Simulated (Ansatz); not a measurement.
Consider HfO2 in the fluorite structure (space group Fm-3m, No. 225; a = 5.001 Å). Axes: x, y, z lie along the cube axes.

Modification: tensile biaxial strain of 2.50 % in the plane normal to [001], as in epitaxy on a mismatched substrate; the out-of-plane cell vector and the atoms relax.

Calculations: LDA (Ansatz, a quantum-chemistry and plane-wave program), without spin-orbit coupling.

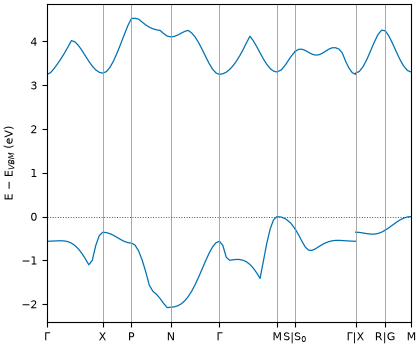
Highest valence and lowest conduction band along the path of the changed cell's own zone

Task: Read the changed gap and its character from the plot.

Result: About 3.2 eV, indirect, M → Γ.

Spin-orbit coupling, missing from the scalar runs, can matter with Hf. No phonon test of stability was made. This is not the structure that HfO2 has at room temperature and ambient pressure. Labels are those of the standard path for the cell's own space group.
